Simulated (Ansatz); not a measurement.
```xyz
7

Zn    0.2780   -0.5926    1.1047
H     0.4283   -0.3429    2.6059
O     0.3080   -1.1994   -0.6105
H    -0.0050    2.3225   -0.6302
Se   -1.2082    1.4859   -0.4542
H     0.7944   -2.0040   -0.8300
H    -0.5956    0.3304   -1.1855
```

Computed with RKS B3LYP/def2-SVP (Ansatz).

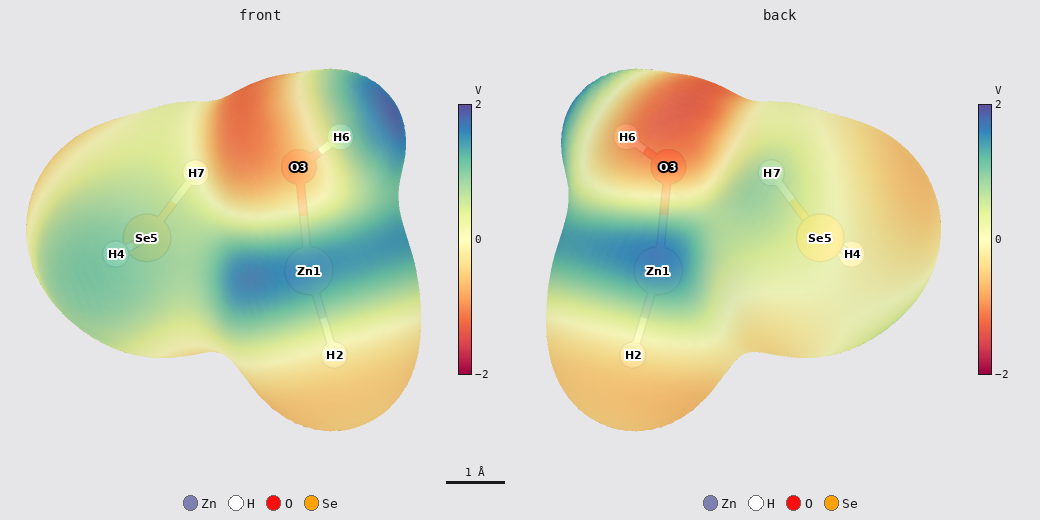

H2OZn···H2Se. The electrostatic potential painted on the density surface at 0.002 e/bohr³, seen from the front and from behind; the colour scale runs from red (negative) to blue (positive).

**Describe the electrostatic potential map.**

The most negative region (about −1.3 V) lies over O3, the most positive (about +1.8 V) over H6. O3 is the likeliest acceptor of a hydrogen bond.
